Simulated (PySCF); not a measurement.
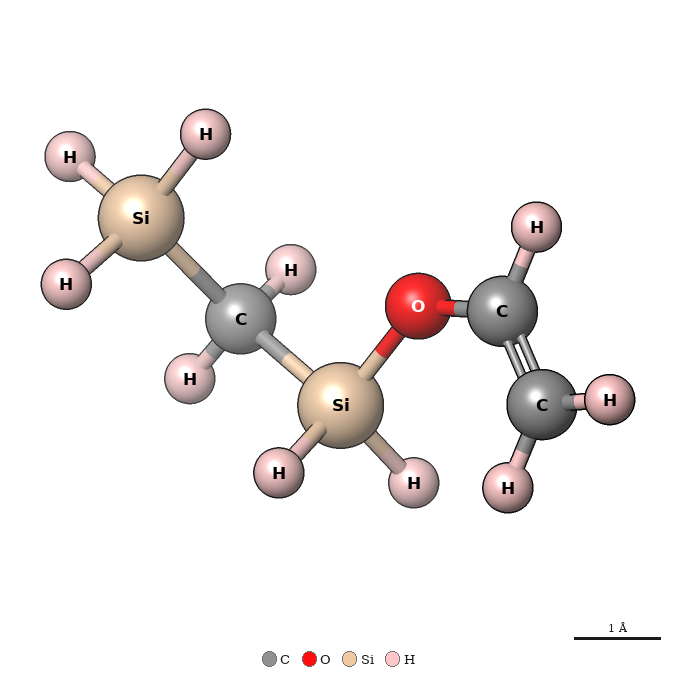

Atoms fade into the background with distance from the viewer. The geometry was computed by an optimisation with GFN2-xTB. No frequency run is at hand to confirm it as a minimum. Masses are those of the most abundant isotopes; constants are for the rigid equilibrium geometry.

**Classify the rotor and give the rotational constants (GHz).**

An asymmetric top (C1): A = 5.10, B = 1.05, C = 0.938 GHz. Ray's parameter κ is −0.95, close to the prolate limit.
